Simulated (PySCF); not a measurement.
Molecule: SMILES [SiH3][GeH] (H₄GeSi), singlet. Atoms near the plane z = 0.0 Å, at the PBE0/def2-SVP optimised geometry (x, y, z in Å): Ge1 (-1.2, 1.6, 0.0), Si3 (-0.3, -0.8, 0.0), H5 (1.2, -0.8, 0.0).

Method: PySCF 2.14.0 with PBE0/def2-TZVP. Cells within 0.4 Å of a nucleus heavier than hydrogen are left out (blank, or x). The values are rescaled to run from 0 to 1.

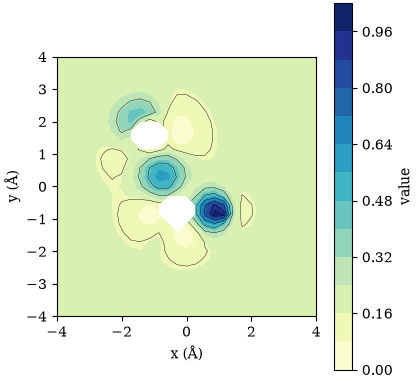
Figure. a field on the plane z = 0.0 Å.

### Question
Which quantity is mapped?
A. electrostatic potential
B. electron localisation function
C. log10 of the electron density
D. deformation density (molecule minus spherical neutral atoms)

### Answer
D, deformation density (molecule minus spherical neutral atoms). In full: deformation density (molecule minus spherical neutral atoms) (e/bohr³).
